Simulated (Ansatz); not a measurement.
## Geometry relaxation of CuH3 (part 1 of 2)

- system: CuH3 (4 atoms in the cell)
- method: DFT PBE, scalar-relativistic, plane waves, PAW, no spin polarisation (Ansatz 0.2.0)

The structure was made by a generator, so it may or may not be a known phase. Figures and captions count atoms from 1; the log counts them from 0 in places.

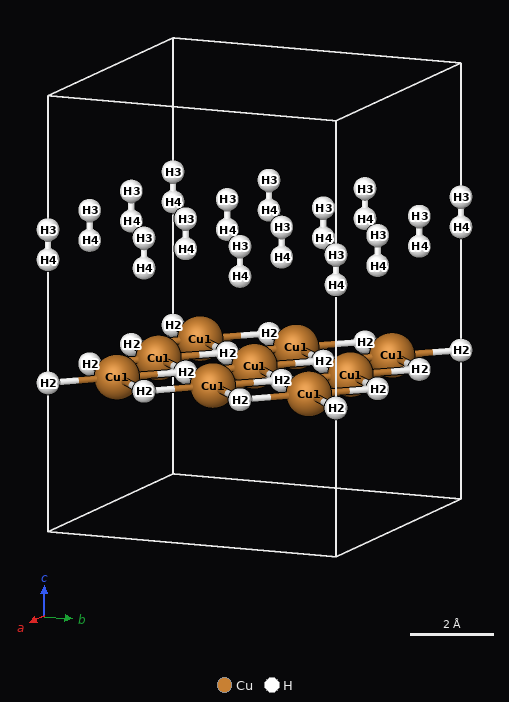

*The input geometry (ball-and-stick view of the 3 × 3 repeat of the cell, with the vacuum cut short, seen slightly off an axis; atoms are numbered from 1 in the order of the input).*

### The input
```yaml
crystal:
  lattice:
    - [2.538468217, 0.0, 0.0]
    - [0.0, 2.538468217, 0.0]
    - [0.0, 0.0, 28.92390744]
  atoms:
    - { symbol: Cu, position: [0.5, 0.5, 0.2344170359] }
    - { symbol: H, position: [0.0, 0.0, 0.2341521139] }
    - { symbol: H, position: [0.0, 0.0, 0.3654193415] }
    - { symbol: H, position: [0.0, 0.0, 0.3396389759] }
  periodic: [true, true, false]
basis:
  ecutwfc: 420
kpoints:
  mp_grid: { grid: [18, 18, 1] }
hamiltonian:
  xc: pbe
scf:
  occupations: { method: gaussian, width: 0.1 }
output:
  forces: true
  stress: true
  eigenvalues: true
  write_density: true
  write_potential: true
  elf: true
  volumetric_format: npy
relax:
  adjacent_minimum: "off"
  f_tol: 0.01
  max_steps: 80
  cell: { stress_2d_tol: 0.02 }
```

Run on 1 thread of Arm Neoverse V1, 24 GiB of memory available, shared host.

Launch command:
```bash
ansatz run input.yaml --threads 1 --pin off --max-ram 2048MiB --backend cpu --events-out ev --progress --plain --runs-dir out
```

### Output
```
Warning: crystal.periodic: the lattice vector that does not repeat stood 0.000° off the slab's normal, 28.924 Å along it as the deck builds it. The run solves the slab on a vector along the normal, 31.394 Å long, with every atom where it was (on the deck's vector they left 25.13 Å outside them, and the widest stretch free of ions among them is 3.04 Å). A fractional position that the run reports is one of the run's cell, which starts as this one, and not of the deck's: it goes into a deck with that cell's vectors. The slab on that cell runs as it stands in a deck that lists each atom with its symbol and moment, types crystal.periodic and leaves out crystal.checkpoint, crystal.saddle_side, crystal.structure_sha256, crystal.space_group, crystal.setting, crystal.reduce_to_primitive, crystal.supercell, crystal.defects and each atom's wyckoff. Where those keys changed the vectors of the plane, lay the indices of each lattice_plane and lattice_line anew on these rows. Along the normal they count this vector already. An outside_sphere can name other atoms there (type this run's as sites). In the order of the run's atom list the slab is: crystal.lattice: [[2.538468217, 0.0, 0.0], [0.0, 2.538468217, 0.0], [0.0, 0.0, 31.393522282015628]]; position: [0.5, 0.5, 0.21597629561353665]; position: [0.0, 0.0, 0.21573221406900703]; position: [0.0, 0.0, 0.3366731236904438]; position: [0.0, 0.0, 0.3129208062000636];
crystal.periodic: the lattice vector that does not repeat stood 0.000° off the slab's normal, 28.924 Å along it as the deck builds it. The run solves the slab on a vector along the normal, 31.394 Å long, with every atom where it was (on the deck's vector they left 25.13 Å outside them, and the widest stretch free of ions among them is 3.04 Å). A fractional position that the run reports is one of the run's cell, which starts as this one, and not of the deck's: it goes into a deck with that cell's vectors. The slab on that cell runs as it stands in a deck that lists each atom with its symbol and moment, types crystal.periodic and leaves out crystal.checkpoint, crystal.saddle_side, crystal.structure_sha256, crystal.space_group, crystal.setting, crystal.reduce_to_primitive, crystal.supercell, crystal.defects and each atom's wyckoff. Where those keys changed the vectors of the plane, lay the indices of each lattice_plane and lattice_line anew on these rows. Along the normal they count this vector already. An outside_sphere can name other atoms there (type this run's as sites). In the order of the run's atom list the slab is: crystal.lattice: [[2.538468217, 0.0, 0.0], [0.0, 2.538468217, 0.0], [0.0, 0.0, 31.393522282015628]]; position: [0.5, 0.5, 0.21597629561353665]; position: [0.0, 0.0, 0.21573221406900703]; position: [0.0, 0.0, 0.3366731236904438]; position: [0.0, 0.0, 0.3129208062000636];
Engine: ansatz 0.2.0, aarch64-unknown-linux-gnu
Pseudopotentials: kind: paw
Pseudopotential: Cu, paw, valence charge 19, recommended cutoff 420 eV (normal), Cu.paw.azcp
Pseudopotential: H, paw, valence charge 1, recommended cutoff 420 eV (normal), H.paw.azcp
Functional definition: PBE
  parameter kappa = 0.804
  parameter beta = 0.06672455060314922
  exchange = pbe_x(kappa = kappa, mu = beta*pi^2/3)
  correlation = pbe_c(beta = beta)
Crystal: 4 atoms, lattice volume = 202.294 Å³
Basis set: ecut = 420 eV, 3937 PW (Γ), exchange–correlation on 36×36×432 points (8 copies of the dense FFT grid, shifted against one another)
Bands: 15, of which v1, the nominal top of the filled ones, is band 11 counted from 1 (10 counted from 0)
Symmetry: 8 space group operations
Space group: P4mm (ITA 99), of the structure as read, at distance tolerance 5.9e-5 Å
k-points: 55 of 324
Non-local potential: Cu, projectors of the file, l = 0: 3, l = 1: 2, l = 2: 3, l = 3: 1
Non-local potential: H, projectors of the file, l = 0: 2, l = 1: 1
PAW form: soft (Blöchl's): semilocal exchange-correlation on the pseudo side does not see the compensation charge
PAW one-centre angular grid: Cu, 590 points (default); XC on 64 Gauss nodes
PAW one-centre angular grid: H, 110 points (default); XC on 64 Gauss nodes
Initial density: superposition of atomic densities (neutral atoms: chi_scale 0, normalization atom), corrected by the library's trained network
Initial wavefunctions: pseudopotential atomic-orbital guess
Functional: x = pbe(κ = 0.804, μ = 0.2195149727645171), c = pbe(β = 0.06672455060314922)
SCF iter   1: F=—  HF=-6672.043099 eV  |F-HF|=—  |Δ(HF+E_count)|=         —  Δρ=2.12e-3  dr2=5.31e-2  ethr=1.77e-3  ⟨swp⟩=8.4  Hψ=6160  notcnv=0
preconditioner: auto → LDOS  [insulator: Δε(μ)=0.118 eV  Ē_g=9.062 eV  σ=0.100 eV  W_gap=0.60  n_scr=18 (ndim 8)  ℏωp=9.8 eV  f_vac=0.777  D(μ)=0.40/eV (n_scr^D=6)  ε∞_Penn≈2.2  β→1.0]
SCF iter   2: F=—  HF=-6672.031390 eV  |F-HF|=—  |Δ(HF+E_count)|=   1.17e-2  Δρ=3.30e-3  dr2=1.44e-2  ethr=2.41e-4  ⟨swp⟩=2.9  Hψ=1964  notcnv=0  defer=4
SCF iter   3: F=—  HF=-6672.038096 eV  |F-HF|=—  |Δ(HF+E_count)|=   6.71e-3  Δρ=6.14e-3  dr2=4.45e-2  ethr=6.54e-5  ⟨swp⟩=2.5  Hψ=2179  notcnv=0  defer=4  recentre
SCF iter   4: F=—  HF=-6672.028020 eV  |F-HF|=—  |Δ(HF+E_count)|=   1.01e-2  Δρ=4.32e-4  dr2=4.42e-4  ethr=6.54e-5  ⟨swp⟩=2.6  Hψ=1654  notcnv=0  defer=4
SCF iter   5: F=—  HF=-6672.027946 eV  |F-HF|=—  |Δ(HF+E_count)|=   7.40e-5  Δρ=8.52e-5  dr2=1.90e-5  ethr=2.01e-6  ⟨swp⟩=2.9  Hψ=1707  notcnv=0  defer=4
SCF iter   6: F=—  HF=-6672.027951 eV  |F-HF|=—  |Δ(HF+E_count)|=   5.17e-6  Δρ=3.76e-5  dr2=3.47e-6  ethr=8.62e-8  ⟨swp⟩=2.7  Hψ=1472  notcnv=0  defer=4
SCF iter   7: F=—  HF=-6672.027952 eV  |F-HF|=—  |Δ(HF+E_count)|=   6.33e-7  Δρ=1.28e-5  dr2=2.94e-7  ethr=1.58e-8  ⟨swp⟩=2.1  Hψ=1166  notcnv=0  defer=4
iter 8 did not close the SCF: its close was put off until two iterations running show no level that it waits for move by more than its bar (scf_convergence_deferred on its scf_iter line)
SCF iter   8: F=-6672.027952 eV  HF=-6672.027952 eV  |F-HF|=2.67e-8  |Δ(HF+E_count)|=   4.56e-8  Δρ=1.50e-6  dr2=4.27e-9  ethr=4.55e-10  ⟨swp⟩=17.5  Hψ=7321  notcnv=0
iter 9 did not close the SCF: its close was put off until two iterations running show no level that it waits for move by more than its bar (scf_convergence_deferred on its scf_iter line)
SCF iter   9: F=-6672.027952 eV  HF=-6672.027952 eV  |F-HF|=4.97e-9  |Δ(HF+E_count)|=   2.42e-8  Δρ=4.28e-7  dr2=2.91e-10  ethr=1.94e-11  ⟨swp⟩=6.7  Hψ=4987  notcnv=0
SCF iter  10: F=-6672.027952 eV  HF=-6672.027952 eV  |F-HF|=2.46e-11  |Δ(HF+E_count)|=   5.10e-9  Δρ=5.31e-8  dr2=4.52e-12  ethr=1.32e-12  ⟨swp⟩=6.5  Hψ=4634  notcnv=0
SCF 1 converged in 10 iterations: F = -6672.027952 eV  dr2 = 4.52e-12
  greatest PAW one-centre occupation: 1.000 electrons in one spin orbital (limit 2), on the Cu atom at site 0 (counted from 0), in its partial waves of l = 0
relax step   1: F+E_penalty+E_count = -6672.02795161 eV  Δ(F+E_penalty+E_count) = +0.000e0 eV  max|allowed force component| = 4.650e-2 eV/Å  Δτ_max = 0.0000 Å  P = -1.216 N/m  Ω = 202.294 Å³  fix = [c, alpha, beta]  reactions: c +0.000 N/m  (10 SCF iters, dr2 threshold 1.00e-7 eV, accepted)
Crystal: 4 atoms, lattice volume = 200.391 Å³
Basis set: ecut = 420 eV, 3897 PW (Γ), exchange–correlation on 36×36×432 points (8 copies of the dense FFT grid, shifted against one another)
Initial density: handed on by an earlier stage of this run
Initial wavefunctions: those handed on with the density
iter 1 solved again at ethr=1.02e-4 eV; its pass at ethr=3.10e-3 eV (dr2=2.25e-2 eV) is discarded
SCF iter   1: F=—  HF=-6672.039067 eV  |F-HF|=—  |Δ(HF+E_count)|=         —  Δρ=4.42e-3  dr2=2.29e-2  ethr=1.02e-4  ⟨swp⟩=1.8  Hψ=5849  notcnv=0
preconditioner: auto → LDOS  [insulator: Δε(μ)=0.267 eV  Ē_g=8.997 eV  σ=0.100 eV  W_gap=0.94  n_scr=18 (ndim 8)  ℏωp=9.8 eV  f_vac=0.772  D(μ)=0.10/eV (n_scr^D=2)  ε∞_Penn≈2.2  β→1.0]
SCF iter   2: F=—  HF=-6672.040646 eV  |F-HF|=—  |Δ(HF+E_count)|=   1.58e-3  Δρ=4.35e-3  dr2=3.03e-2  ethr=1.02e-4  ⟨swp⟩=3.2  Hψ=2034  notcnv=0
SCF iter   3: F=—  HF=-6672.034962 eV  |F-HF|=—  |Δ(HF+E_count)|=   5.68e-3  Δρ=2.92e-3  dr2=9.81e-3  ethr=1.02e-4  ⟨swp⟩=2.6  Hψ=1980  notcnv=0  defer=3
SCF iter   4: F=—  HF=-6672.032669 eV  |F-HF|=—  |Δ(HF+E_count)|=   2.29e-3  Δρ=3.44e-4  dr2=1.30e-4  ethr=4.46e-5  ⟨swp⟩=2.1  Hψ=1269  notcnv=0  defer=3
SCF iter   5: F=—  HF=-6672.032623 eV  |F-HF|=—  |Δ(HF+E_count)|=   4.60e-5  Δρ=7.81e-5  dr2=8.01e-6  ethr=5.91e-7  ⟨swp⟩=2.9  Hψ=1513  notcnv=0  defer=3
SCF iter   6: F=—  HF=-6672.032626 eV  |F-HF|=—  |Δ(HF+E_count)|=   3.01e-6  Δρ=3.27e-5  dr2=1.85e-6  ethr=3.64e-8  ⟨swp⟩=2.6  Hψ=1506  notcnv=0  defer=3
iter 7 did not close the SCF: its close was put off until two iterations running show no level that it waits for move by more than its bar (scf_convergence_deferred on its scf_iter line)
SCF iter   7: F=-6672.032626 eV  HF=-6672.032626 eV  |F-HF|=2.98e-7  |Δ(HF+E_count)|=   1.10e-7  Δρ=1.48e-5  dr2=2.55e-7  ethr=1.82e-9  ⟨swp⟩=13.8  Hψ=8283  notcnv=0
iter 8 did not close the SCF: its close was put off until two iterations running show no level that it waits for move by more than its bar (scf_convergence_deferred on its scf_iter line)
SCF iter   8: F=-6672.032626 eV  HF=-6672.032626 eV  |F-HF|=2.95e-9  |Δ(HF+E_count)|=   3.55e-8  Δρ=1.83e-6  dr2=4.52e-9  ethr=1.16e-9  ⟨swp⟩=8.9  Hψ=5950  notcnv=0
SCF iter   9: F=-6672.032626 eV  HF=-6672.032626 eV  |F-HF|=1.60e-10  |Δ(HF+E_count)|=   8.45e-9  Δρ=3.02e-7  dr2=1.38e-10  ethr=2.05e-11  ⟨swp⟩=7.4  Hψ=5265  notcnv=0
SCF 2 converged in 9 iterations: F = -6672.032626 eV  dr2 = 1.38e-10
relax step   2: F+E_penalty+E_count = -6672.03262590 eV  Δ(F+E_penalty+E_count) = -4.674e-3 eV  max|allowed force component| = 1.564e-2 eV/Å  Δτ_max = 0.0417 Å  P = -0.717 N/m  Ω = 200.391 Å³  energy of the carried Pulay correction = +4.971e-4 eV  fix = [c, alpha, beta]  reactions: c -0.000 N/m  (9 SCF iters, dr2 threshold 4.00e-7 eV, accepted)
Crystal: 4 atoms, lattice volume = 197.746 Å³
Basis set: ecut = 420 eV, 3841 PW (Γ), exchange–correlation on 36×36×432 points (8 copies of the dense FFT grid, shifted against one another)
iter 1 solved again at ethr=1.26e-4 eV; its pass at ethr=3.10e-3 eV (dr2=2.76e-2 eV) is discarded
SCF iter   1: F=—  HF=-6672.043104 eV  |F-HF|=—  |Δ(HF+E_count)|=         —  Δρ=4.89e-3  dr2=2.78e-2  ethr=1.26e-4  ⟨swp⟩=1.8  Hψ=5998  notcnv=0
preconditioner: auto → LDOS  [insulator: Δε(μ)=0.303 eV  Ē_g=9.069 eV  σ=0.100 eV  W_gap=0.97  n_scr=18 (ndim 8)  ℏωp=9.9 eV  f_vac=0.769  D(μ)=0.05/eV (n_scr^D=2)  ε∞_Penn≈2.2  β→1.0]
SCF iter   2: F=—  HF=-6672.046626 eV  |F-HF|=—  |Δ(HF+E_count)|=   3.52e-3  Δρ=5.49e-3  dr2=4.34e-2  ethr=1.26e-4  ⟨swp⟩=3.1  Hψ=2013  notcnv=0
SCF iter   3: F=—  HF=-6672.037972 eV  |F-HF|=—  |Δ(HF+E_count)|=   8.65e-3  Δρ=3.08e-3  dr2=1.09e-2  ethr=1.26e-4  ⟨swp⟩=2.8  Hψ=1968  notcnv=0  defer=3
SCF iter   4: F=—  HF=-6672.035355 eV  |F-HF|=—  |Δ(HF+E_count)|=   2.62e-3  Δρ=3.69e-4  dr2=1.37e-4  ethr=4.97e-5  ⟨swp⟩=2.1  Hψ=1306  notcnv=0  defer=3
SCF iter   5: F=—  HF=-6672.035307 eV  |F-HF|=—  |Δ(HF+E_count)|=   4.83e-5  Δρ=8.34e-5  dr2=9.14e-6  ethr=6.22e-7  ⟨swp⟩=3.0  Hψ=1603  notcnv=0  defer=3
SCF iter   6: F=—  HF=-6672.035309 eV  |F-HF|=—  |Δ(HF+E_count)|=   2.54e-6  Δρ=4.16e-5  dr2=2.51e-6  ethr=4.15e-8  ⟨swp⟩=2.8  Hψ=1569  notcnv=0  defer=3
SCF iter   7: F=—  HF=-6672.035309 eV  |F-HF|=—  |Δ(HF+E_count)|=   2.71e-7  Δρ=2.01e-5  dr2=4.86e-7  ethr=1.14e-8  ⟨swp⟩=2.1  Hψ=1154  notcnv=0  defer=3
iter 8 did not close the SCF: its close was put off until two iterations running show no level that it waits for move by more than its bar (scf_convergence_deferred on its scf_iter line)
SCF iter   8: F=-6672.035309 eV  HF=-6672.035309 eV  |F-HF|=1.58e-8  |Δ(HF+E_count)|=   1.06e-7  Δρ=3.39e-6  dr2=1.63e-8  ethr=1.82e-9  ⟨swp⟩=14.6  Hψ=7160  notcnv=0
SCF iter   9: F=-6672.035309 eV  HF=-6672.035309 eV  |F-HF|=1.85e-9  |Δ(HF+E_count)|=   5.51e-9  Δρ=8.96e-7  dr2=1.15e-9  ethr=7.43e-11  ⟨swp⟩=7.3  Hψ=5333  notcnv=0
SCF 3 converged in 9 iterations: F = -6672.035309 eV  dr2 = 1.15e-9
relax step   3: F+E_penalty+E_count = -6672.03530875 eV  Δ(F+E_penalty+E_count) = -2.683e-3 eV  max|allowed force component| = 6.634e-3 eV/Å  Δτ_max = 0.0452 Å  P = +0.050 N/m  Ω = 197.746 Å³  energy of the carried Pulay correction = +1.196e-3 eV  fix = [c, alpha, beta]  reactions: c +0.000 N/m  (9 SCF iters, dr2 threshold 4.00e-7 eV, accepted)
Crystal: 4 atoms, lattice volume = 197.894 Å³
iter 1 solved again at ethr=1.12e-7 eV; its pass at ethr=3.10e-3 eV (dr2=2.46e-5 eV) is discarded
SCF iter   1: F=—  HF=-6672.035290 eV  |F-HF|=—  |Δ(HF+E_count)|=         —  Δρ=1.36e-4  dr2=2.40e-5  ethr=1.12e-7  ⟨swp⟩=3.3  Hψ=5322  notcnv=0
preconditioner: auto → LDOS  [insulator: Δε(μ)=0.301 eV  Ē_g=9.106 eV  σ=0.100 eV  W_gap=0.97  n_scr=18 (ndim 8)  ℏωp=9.9 eV  f_vac=0.772  D(μ)=0.05/eV (n_scr^D=2)  ε∞_Penn≈2.2  β→1.0]
SCF iter   2: F=—  HF=-6672.035267 eV  |F-HF|=—  |Δ(HF+E_count)|=   2.31e-5  Δρ=2.43e-4  dr2=7.51e-5  ethr=1.09e-7  ⟨swp⟩=2.3  Hψ=1488  notcnv=0
SCF iter   3: F=—  HF=-6672.035257 eV  |F-HF|=—  |Δ(HF+E_count)|=   9.22e-6  Δρ=1.50e-4  dr2=2.54e-5  ethr=1.09e-7  ⟨swp⟩=2.4  Hψ=1478  notcnv=0
SCF iter   4: F=—  HF=-6672.035246 eV  |F-HF|=—  |Δ(HF+E_count)|=   1.12e-5  Δρ=3.07e-5  dr2=1.04e-6  ethr=1.09e-7  ⟨swp⟩=2.1  Hψ=1133  notcnv=0
SCF iter   5: F=—  HF=-6672.035280 eV  |F-HF|=—  |Δ(HF+E_count)|=   3.35e-5  Δρ=5.58e-6  dr2=3.66e-8  ethr=4.74e-9  ⟨swp⟩=2.7  Hψ=1457  notcnv=0
iter 6 did not close the SCF: its close was put off until two iterations running show no level that it waits for move by more than its bar (scf_convergence_deferred on its scf_iter line)
SCF iter   6: F=-6672.035280 eV  HF=-6672.035280 eV  |F-HF|=5.28e-10  |Δ(HF+E_count)|=   1.12e-9  Δρ=1.13e-6  dr2=1.94e-9  ethr=1.51e-11  ⟨swp⟩=11.1  Hψ=7643  notcnv=0
iter 7 did not close the SCF: its close was put off until two iterations running show no level that it waits for move by more than its bar (scf_convergence_deferred on its scf_iter line)
SCF iter   7: F=-6672.035280 eV  HF=-6672.035280 eV  |F-HF|=2.39e-10  |Δ(HF+E_count)|=   1.90e-9  Δρ=5.14e-7  dr2=3.28e-10  ethr=8.82e-12  ⟨swp⟩=6.5  Hψ=4987  notcnv=0
SCF iter   8: F=-6672.035280 eV  HF=-6672.035280 eV  |F-HF|=7.28e-11  |Δ(HF+E_count)|=  7.46e-11  Δρ=5.56e-8  dr2=4.65e-12  ethr=1.49e-12  ⟨swp⟩=6.0  Hψ=4497  notcnv=0
SCF 4 converged in 8 iterations: F = -6672.035280 eV  dr2 = 4.65e-12
```
